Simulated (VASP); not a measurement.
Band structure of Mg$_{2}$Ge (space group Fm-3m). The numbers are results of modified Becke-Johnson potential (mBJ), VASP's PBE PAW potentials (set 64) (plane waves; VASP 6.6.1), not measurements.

mBJ is a potential without an energy functional, so only the levels count.

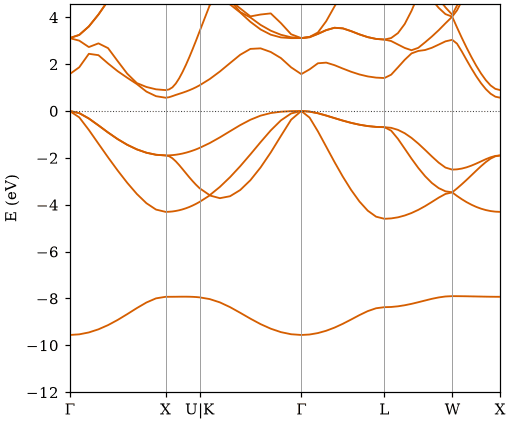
Fig. 1. Bands along high-symmetry lines, zero at the valence-band maximum or, without a gap, the Fermi level

Task: Read the plot: is there a gap, and where are the band edges?

Result: The gap is indirect, 0.57 eV, from the valence maximum at Γ to the conduction minimum at X.

The structure comes from a computed database's Mg2Ge entry (Fm-3m); how it stands against other phases isn't given here. It was relaxed first. The k-mesh is coarse (spacing up to 0.42 per Å, 2π included), so the numbers may not be converged in it. The cell's shape comes from a PBE relaxation.
